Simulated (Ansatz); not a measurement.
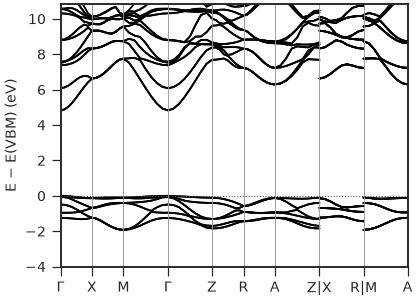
Band structure from r²SCAN+D4 with spin–orbit coupling in the plane-wave PAW code Ansatz

### Question
Read off the gap and where the band edges lie.

### Answer
About 4.8 eV (4.83 eV by a search for the band edges); maximum at Γ, minimum at Γ.

The material is H$_{4}$BrN in space group P4/nmm (No. 129; H on 8i, Br on 2c, N on 2a).

The workflow started from a Materials Project entry (that database holds measured and hypothetical structures alike); the Crystallography Open Database files this formula in space group No. 129, but the cells were not matched. Whether it is the stable phase at ambient conditions was not checked. The r²SCAN+D4 relaxation kept the symmetry of its start; phonons on a q-mesh show no instability.

Potentials: the later of the program's two PAW sets.
